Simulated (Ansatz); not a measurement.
C₄H₁₀OSi: geometry relaxation (part 1 of 2)

- system: C₄H₁₀OSi, SMILES CC1(O)C[SiH2]C1
- method: RKS PBE0-D4/STO-3G (Ansatz 0.2.0)

It belongs to a series of runs on one base structure; here: start relaxed.

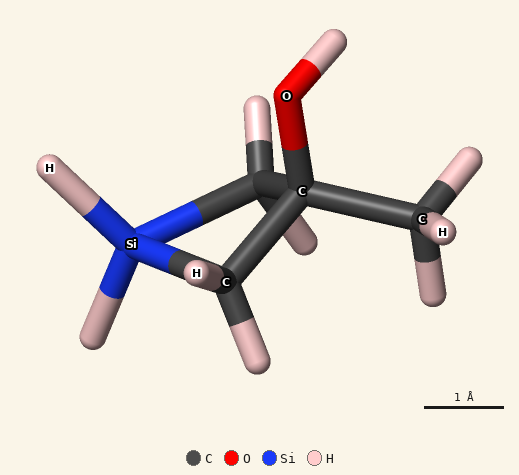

The structure as given in the input (stick view, seen at a tilt). Bond lengths as drawn: C–C 1.56 to 1.58 Å, C–H 1.04 to 1.15 Å, C–O 1.42 Å, C–Si 1.90 to 1.91 Å, H–O 1.00 Å and H–Si 1.48 to 1.49 Å.

### Summary

- outcome: converged
- total energy: −14055.4165 eV
- mean-field energy: −14055.0924 eV
- largest force (length of the vector) at the end: 0.006 eV/Å
- hardware: 1 thread of Arm Neoverse V1, 24 GiB of memory available, shared host
- wall time: 59 s
- peak memory: 0.12 GiB

### Input file
```yaml
crystal:
  periodic: [false, false, false]
  atoms:
    - { symbol: C, position_ang: [0.154, -1.0257, 1.5379] }
    - { symbol: C, position_ang: [0.3379, 0.0037, 0.3821] }
    - { symbol: O, position_ang: [1.5713, 0.6764, 0.6083] }
    - { symbol: C, position_ang: [0.301, -0.6528, -1.0383] }
    - { symbol: Si, position_ang: [-0.6092, 0.895, -1.6876] }
    - { symbol: C, position_ang: [-0.8694, 1.0077, 0.1902] }
    - { symbol: H, position_ang: [0.9296, -1.7287, 1.5683] }
    - { symbol: H, position_ang: [-0.8072, -1.4939, 1.4023] }
    - { symbol: H, position_ang: [0.0873, -0.4437, 2.5319] }
    - { symbol: H, position_ang: [2.2781, -0.0279, 0.637] }
    - { symbol: H, position_ang: [-0.4342, -1.5419, -1.0582] }
    - { symbol: H, position_ang: [1.1987, -0.8936, -1.4985] }
    - { symbol: H, position_ang: [0.2767, 1.9353, -2.2463] }
    - { symbol: H, position_ang: [-1.8702, 0.6661, -2.4426] }
    - { symbol: H, position_ang: [-0.7333, 1.9691, 0.633] }
    - { symbol: H, position_ang: [-1.834, 0.6321, 0.5249] }
basis:
  gaussian: { orbitals: STO-3G }
hamiltonian:
  xc: pbe0
  dispersion: d4
relax:
  f_tol: 0.02
  max_steps: 40
scf:
  lower_state_search: "off"
output:
  orbitals: {}
```

Run as:
```bash
ansatz run input.yaml --threads 1 --pin off --max-ram 2048MiB --backend cpu --events-out ev --progress --plain --runs-dir out
```

### The program's output
```
The last accepted step is kept in [file] (removed where the run ends without a failure and the disk answers)
Engine: ansatz 0.2.0, aarch64-unknown-linux-gnu
Functional definition: PBE0
  parameter a = 0.25
  parameter kappa = 0.804
  parameter beta = 0.06672455060314922
  exchange = (1 - a)*pbe_x(kappa = kappa, mu = beta*pi^2/3) + a*exact_x
  correlation = pbe_c(beta = beta)
these checks for a lower state are left out or cut short: stability, starts, cluster_reference, orbital_swaps, neighbouring_geometries, increment
658 factors; integrals over basis functions are off by at most 1.0e-5 eV
mean field evaluation 1: about -14052.9175 eV, gradient 2.2e1 eV
mean field evaluation 2: about -14053.2920 eV, gradient 2.0e1 eV
mean field evaluation 4: about -14054.4530 eV, gradient 4.4e-1 eV
mean field evaluation 8: about -14054.3968 eV, gradient 3.0e-2 eV
mean field -14054.39678487 eV, -516.4895554318 hartree, gradient 6.9e-6 eV, S^2 0.000000; 0 other end points of the search recorded, 0 dependent functions left out
the calculation of the forces begins
reference -14054.39680494 eV, -516.4895561692 hartree; 28, 28 occupied and 16, 16 virtual orbitals, 658 factors
relax step   1: F+E_penalty+E_count = -14054.71885522 eV  Δ(F+E_penalty+E_count) = +0.000e0 eV  max|allowed force component| = 4.548e0 eV/Å  Δτ_max = 0.0000 Å  (13 SCF iters, accepted)
these checks for a lower state are left out or cut short: stability, starts, cluster_reference, orbital_swaps, neighbouring_geometries, increment
658 factors; integrals over basis functions are off by at most 1.9e-5 eV
mean field evaluation 16: about -14054.8941 eV, gradient 5.6e0 eV
mean field -14054.99683236 eV, -516.5116067703 hartree, gradient 1.8e-6 eV, S^2 0.000000; 0 other end points of the search recorded, 0 dependent functions left out
[... from here on the field's lines of each further geometry are left out, up to the last ...]
relax step   2: F+E_penalty+E_count = -14055.31826018 eV  Δ(F+E_penalty+E_count) = -5.994e-1 eV  max|allowed force component| = 6.343e-1 eV/Å  Δτ_max = 0.1670 Å  (16 SCF iters, accepted)
relax step   3: F+E_penalty+E_count = -14055.35718472 eV  Δ(F+E_penalty+E_count) = -3.892e-2 eV  max|allowed force component| = 1.674e-1 eV/Å  Δτ_max = 0.0521 Å  (18 SCF iters, accepted)
relax step   4: F+E_penalty+E_count = -14055.36133624 eV  Δ(F+E_penalty+E_count) = -4.152e-3 eV  max|allowed force component| = 5.910e-2 eV/Å  Δτ_max = 0.0260 Å  (18 SCF iters, accepted)
relax step   5: F+E_penalty+E_count = -14055.36516706 eV  Δ(F+E_penalty+E_count) = -3.831e-3 eV  max|allowed force component| = 5.644e-2 eV/Å  Δτ_max = 0.0468 Å  (17 SCF iters, accepted)
relax step   6: F+E_penalty+E_count = -14055.37135560 eV  Δ(F+E_penalty+E_count) = -6.189e-3 eV  max|allowed force component| = 1.991e-1 eV/Å  Δτ_max = 0.1402 Å  (17 SCF iters, accepted)
relax step   7: F+E_penalty+E_count = -14055.37421193 eV  Δ(F+E_penalty+E_count) = -2.856e-3 eV  max|allowed force component| = 1.672e-1 eV/Å  Δτ_max = 0.0694 Å  (17 SCF iters, accepted)
relax step   8: F+E_penalty+E_count = -14055.37831737 eV  Δ(F+E_penalty+E_count) = -4.105e-3 eV  max|allowed force component| = 1.685e-1 eV/Å  Δτ_max = 0.1256 Å  (17 SCF iters, accepted)
relax step   9: F+E_penalty+E_count = -14055.38168600 eV  Δ(F+E_penalty+E_count) = -3.369e-3 eV  max|allowed force component| = 1.686e-1 eV/Å  Δτ_max = 0.0682 Å  (17 SCF iters, accepted)
relax step  10: F+E_penalty+E_count = -14055.38706847 eV  Δ(F+E_penalty+E_count) = -5.382e-3 eV  max|allowed force component| = 2.269e-1 eV/Å  Δτ_max = 0.1606 Å  (17 SCF iters, accepted)
relax step  11: F+E_penalty+E_count = -14055.39087694 eV  Δ(F+E_penalty+E_count) = -3.808e-3 eV  max|allowed force component| = 2.009e-1 eV/Å  Δτ_max = 0.0716 Å  (17 SCF iters, accepted)
relax step  12: F+E_penalty+E_count = -14055.39733114 eV  Δ(F+E_penalty+E_count) = -6.454e-3 eV  max|allowed force component| = 2.151e-1 eV/Å  Δτ_max = 0.0964 Å  (17 SCF iters, accepted)
relax step  13: F+E_penalty+E_count = -14055.40396009 eV  Δ(F+E_penalty+E_count) = -6.629e-3 eV  max|allowed force component| = 2.595e-1 eV/Å  Δτ_max = 0.1616 Å  (17 SCF iters, accepted)
relax step  14: F+E_penalty+E_count = -14055.40938478 eV  Δ(F+E_penalty+E_count) = -5.425e-3 eV  max|allowed force component| = 1.505e-1 eV/Å  Δτ_max = 0.0636 Å  (17 SCF iters, accepted)
relax step  15: F+E_penalty+E_count = -14055.41482098 eV  Δ(F+E_penalty+E_count) = -5.436e-3 eV  max|allowed force component| = 9.694e-2 eV/Å  Δτ_max = 0.0627 Å  (17 SCF iters, accepted)
relax step  16: F+E_penalty+E_count = -14055.41625594 eV  Δ(F+E_penalty+E_count) = -1.435e-3 eV  max|allowed force component| = 4.692e-2 eV/Å  Δτ_max = 0.0549 Å  (17 SCF iters, accepted)
the calculation of the forces begins
reference -14055.09221842 eV, -516.5151121434 hartree; 28, 28 occupied and 16, 16 virtual orbitals, 659 factors
relax step  17: F+E_penalty+E_count = -14055.41644665 eV  Δ(F+E_penalty+E_count) = -1.907e-4 eV  max|allowed force component| = 3.060e-2 eV/Å  Δτ_max = 0.0221 Å  (18 SCF iters, accepted)
these checks for a lower state are left out or cut short: stability, starts, cluster_reference, orbital_swaps, neighbouring_geometries, increment
659 factors; integrals over basis functions are off by at most 2.8e-5 eV
mean field evaluation 128: about -14055.1522 eV, gradient 2.5e-1 eV
mean field -14055.09234995 eV, -516.5151169770 hartree, gradient 3.3e-6 eV, S^2 0.000000; 0 other end points of the search recorded, 0 dependent functions left out
the calculation of the forces begins
reference -14055.09236987 eV, -516.5151177088 hartree; 28, 28 occupied and 16, 16 virtual orbitals, 659 factors
relax step  18: F+E_penalty+E_count = -14055.41650951 eV  Δ(F+E_penalty+E_count) = -6.286e-5 eV  max|allowed force component| = 4.219e-3 eV/Å  Δτ_max = 0.0057 Å  (11 SCF iters, accepted)
```

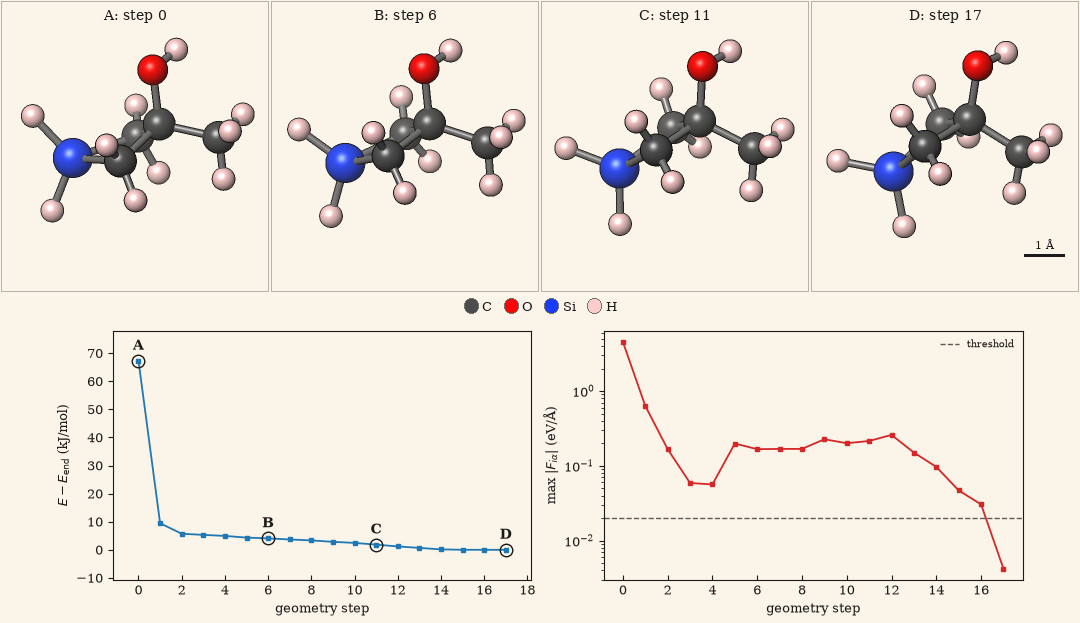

Frames of the relaxation (ball-and-stick view, seen at a tilt) above the curves, on which the letters mark them (the first geometry is step 0 here and step 1 in the log).

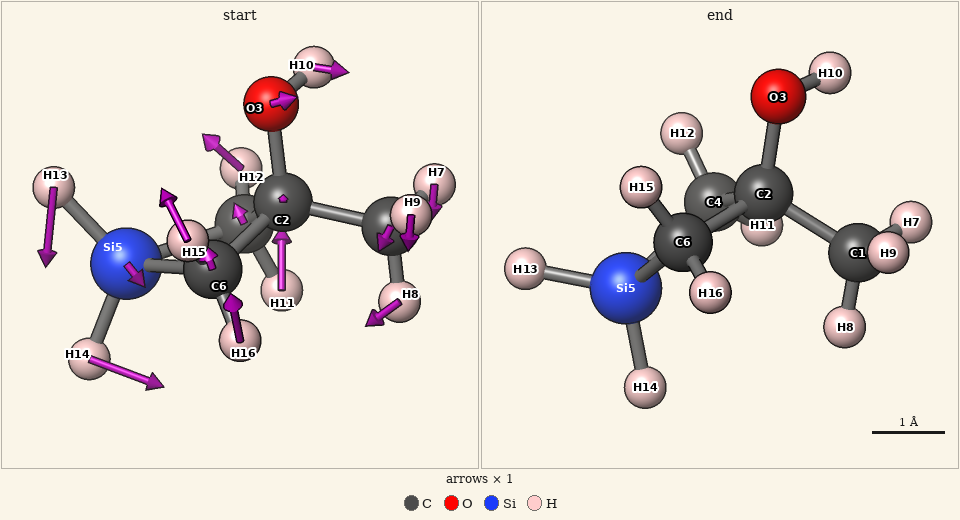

Before (left) and after (right) the relaxation, at one scale (ball-and-stick view, seen at a tilt). The pink arrows give the displacements, at true length. After 17 geometry steps the energy has fallen by 67.3 kJ/mol. Largest force component: 4.5 eV/Å at the start, 0.0042 eV/Å at the end. The atom that moves furthest after the best rigid fit is H13 (1.18 Å). By element the largest moves are H 1.18 Å, Si 0.44 Å, O 0.43 Å, C 0.43 Å. Among the contacts that change: C4–H12 1.037 → 1.096 Å, C4–H11 1.154 → 1.095 Å, C1–H9 1.154 → 1.098 Å, C1–H7 1.047 → 1.099 Å. Among the angles that change: Si5–C4–H11 108.4° → 120.0°, C2–C4–H12 118.7° → 110.1°, Si5–C6–H16 113.9° → 120.1°. (Atoms are counted from 1 in the order of the input.)

```
Total energy: -14055.41652942 eV, -516.5270303529 hartree
Atom 0 at    -0.211641    -1.059902     1.302195 Å, force     0.001049    -0.001820    -0.001042 eV/Å
Atom 1 at     0.444534     0.044564     0.419127 Å, force    -0.002104    -0.001736     0.003905 eV/Å
Atom 2 at     1.676976     0.536838     1.010615 Å, force     0.001536     0.001835    -0.000409 eV/Å
Atom 3 at     0.575666    -0.448042    -1.090654 Å, force    -0.000915    -0.003311    -0.000253 eV/Å
Atom 4 at    -0.897631     0.619789    -1.532600 Å, force    -0.001327     0.004219    -0.003692 eV/Å
Atom 5 at    -0.540590     1.258454     0.191320 Å, force     0.002172     0.002425    -0.000442 eV/Å
Atom 6 at     0.442110    -1.940278     1.368496 Å, force    -0.000443    -0.000255     0.000258 eV/Å
Atom 7 at    -1.170767    -1.376527     0.873219 Å, force    -0.000214    -0.000187     0.000099 eV/Å
Atom 8 at    -0.390695    -0.678271     2.315584 Å, force     0.000180     0.000420    -0.000632 eV/Å
Atom 9 at     2.226081    -0.320409     1.089913 Å, force    -0.000380    -0.000437     0.000102 eV/Å
Atom 10 at     0.520747    -1.534682    -1.213295 Å, force     0.001054    -0.000221     0.000833 eV/Å
Atom 11 at     1.516519    -0.088972    -1.524125 Å, force    -0.001279     0.000894     0.000188 eV/Å
Atom 12 at    -0.748938     1.543301    -2.634578 Å, force    -0.000173    -0.000405    -0.000337 eV/Å
Atom 13 at    -2.144935    -0.097705    -1.665177 Å, force     0.001344    -0.001028     0.000689 eV/Å
Atom 14 at     0.024617     2.197648     0.203282 Å, force    -0.000493     0.000842    -0.000117 eV/Å
Atom 15 at    -1.344955     1.321395     0.931078 Å, force    -0.000006    -0.001235     0.000850 eV/Å
Dipole moment:    -0.104146    -0.225461    -0.138748 e Å
Checks for a lower state left out: stability, starts, cluster_reference, orbital_swaps, neighbouring_geometries, increment
```

### Trajectory as extended XYZ (Å, eV, eV/Å), 18 frames, from step=1 to step=18
```
16
Properties=species:S:1:pos:R:3:forces:R:3 step=1 energy=-14054.71885
C     0.1540   -1.0257    1.5379   -2.2494   3.3216   1.7037
C     0.3379    0.0037    0.3821   -0.3186  -1.8962   0.6798
O     1.5713    0.6764    0.6083    0.3012   3.0489   0.0192
C     0.3010   -0.6528   -1.0383   -4.5480  -0.1648  -0.4659
Si   -0.6092    0.8950   -1.6876   -0.4839  -0.5656   0.4984
C    -0.8694    1.0077    0.1902    0.7197   0.1637  -1.2962
H     0.9296   -1.7287    1.5683    1.6810  -1.6103   0.0987
H    -0.8072   -1.4939    1.4023   -0.5769  -0.7936   0.0125
H     0.0873   -0.4437    2.5319    0.3834  -1.1427  -1.6576
H     2.2781   -0.0279    0.6370    0.1934  -1.1247  -0.0863
H    -0.4342   -1.5419   -1.0582    1.5752   1.4213   0.0573
H     1.1987   -0.8936   -1.4985    2.5784  -0.9496  -0.8077
H     0.2767    1.9353   -2.2463   -0.6117  -0.5182   0.1629
H    -1.8702    0.6661   -2.4426    0.9955   0.2878   0.1975
H    -0.7333    1.9691    0.6330    0.4025   1.0566   0.7600
H    -1.8340    0.6321    0.5249   -0.0418  -0.5342   0.1239
16
Properties=species:S:1:pos:R:3:forces:R:3 step=2 energy=-14055.31826
C     0.0781   -1.0373    1.5447    0.0797   0.5639   0.0419
C     0.3271   -0.0269    0.3763   -0.3798   0.3222   0.2065
O     1.5180    0.7753    0.5890    0.1890   0.0301   0.0774
C     0.2895   -0.6555   -1.0781   -0.6343  -0.0792  -0.0484
Si   -0.6540    0.8665   -1.6735    0.2801   0.0319   0.3006
C    -0.8092    1.0558    0.1988   -0.4462  -0.3389  -0.2035
H     0.8895   -1.7656    1.5877    0.1502  -0.3144   0.0204
H    -0.8777   -1.5606    1.4259    0.0199  -0.0490  -0.1297
H     0.0528   -0.4935    2.5025    0.0127  -0.0651  -0.1345
H     2.2427    0.0659    0.6090    0.3250  -0.2016   0.0215
H    -0.3473   -1.5556   -1.0762    0.2030   0.1507  -0.0404
H     1.2667   -0.9203   -1.4857    0.1878   0.0362  -0.0638
H     0.1643    1.8914   -2.2855   -0.0008  -0.0870   0.0027
H    -1.8330    0.6704   -2.4952    0.0227  -0.0450   0.1746
H    -0.5839    2.0082    0.6967    0.0766  -0.0972  -0.1365
H    -1.7464    0.6591    0.6078   -0.0855   0.1424  -0.0887
16
Properties=species:S:1:pos:R:3:forces:R:3 step=3 energy=-14055.35719
C     0.0875   -1.0297    1.5418    0.0228   0.0891  -0.0641
C     0.3193   -0.0096    0.3853   -0.0664  -0.1674   0.0921
O     1.5398    0.7598    0.5947    0.0328   0.1230   0.0288
C     0.2821   -0.6483   -1.0685   -0.0333   0.0072  -0.0955
Si   -0.6521    0.8677   -1.6643    0.1088  -0.0447   0.0726
C    -0.8313    1.0578    0.1948   -0.0109   0.0415  -0.0294
H     0.8954   -1.7747    1.5727   -0.0342   0.0054  -0.0265
H    -0.8671   -1.5536    1.4053    0.0283  -0.0096  -0.0074
H     0.0638   -0.5035    2.5042   -0.0107   0.0034   0.0402
H     2.2525    0.0296    0.6119   -0.0442  -0.0532  -0.0068
H    -0.3328   -1.5557   -1.0713    0.0225  -0.0195  -0.0125
H     1.2721   -0.8964   -1.4724   -0.0540   0.0705   0.0247
H     0.1722    1.8754   -2.2901    0.0002  -0.0018  -0.0088
H    -1.8404    0.6585   -2.4613   -0.0262  -0.0131   0.0409
H    -0.5978    2.0156    0.6760   -0.0122  -0.0475  -0.0533
H    -1.7862    0.6843    0.5856    0.0767   0.0169   0.0052
16
Properties=species:S:1:pos:R:3:forces:R:3 step=4 energy=-14055.36134
C     0.0834   -1.0285    1.5410   -0.0002  -0.0158  -0.0591
C     0.3171   -0.0105    0.3868   -0.0050  -0.0330   0.0397
O     1.5393    0.7575    0.6015    0.0405   0.0153   0.0081
C     0.2854   -0.6461   -1.0703    0.0194  -0.0294  -0.0242
Si   -0.6533    0.8634   -1.6624    0.0092  -0.0028   0.0125
C    -0.8276    1.0618    0.1930    0.0013   0.0226   0.0004
H     0.8888   -1.7767    1.5676   -0.0237   0.0231  -0.0061
H    -0.8697   -1.5534    1.3990    0.0025  -0.0030   0.0107
H     0.0582   -0.5077    2.5065   -0.0069   0.0070   0.0154
H     2.2462    0.0204    0.6187   -0.0270   0.0048   0.0024
H    -0.3158   -1.5621   -1.0800    0.0128  -0.0233  -0.0055
H     1.2796   -0.8754   -1.4730   -0.0306   0.0389   0.0179
H     0.1657    1.8686   -2.2988   -0.0090   0.0051  -0.0157
H    -1.8526    0.6481   -2.4408   -0.0084  -0.0085   0.0063
H    -0.5869    2.0216    0.6634    0.0040  -0.0167  -0.0041
H    -1.7807    0.6963    0.5921    0.0212   0.0156   0.0014
16
Properties=species:S:1:pos:R:3:forces:R:3 step=5 energy=-14055.36517
C     0.0724   -1.0307    1.5326   -0.0138  -0.0358  -0.0015
C     0.3206   -0.0095    0.3871    0.0496   0.0564  -0.0087
O     1.5480    0.7497    0.6151   -0.0321  -0.0269   0.0071
C     0.2961   -0.6399   -1.0736   -0.0050  -0.0213   0.0119
Si   -0.6673    0.8544   -1.6621    0.0213   0.0184   0.0077
C    -0.8153    1.0715    0.1924   -0.0064  -0.0028   0.0032
H     0.8731   -1.7832    1.5598   -0.0094   0.0104   0.0024
H    -0.8820   -1.5507    1.3821   -0.0043   0.0024   0.0047
H     0.0432   -0.5155    2.5017   -0.0040  -0.0028  -0.0068
H     2.2442    0.0041    0.6561    0.0071  -0.0027  -0.0047
H    -0.2800   -1.5713   -1.0896    0.0031  -0.0312   0.0009
H     1.2949   -0.8385   -1.4770    0.0215   0.0110  -0.0122
H     0.1314    1.8598   -2.3230   -0.0130   0.0101  -0.0233
H    -1.8791    0.6200   -2.4144   -0.0128  -0.0110  -0.0048
H    -0.5565    2.0324    0.6482    0.0143   0.0281   0.0070
H    -1.7666    0.7245    0.6090   -0.0161  -0.0024   0.0172
```
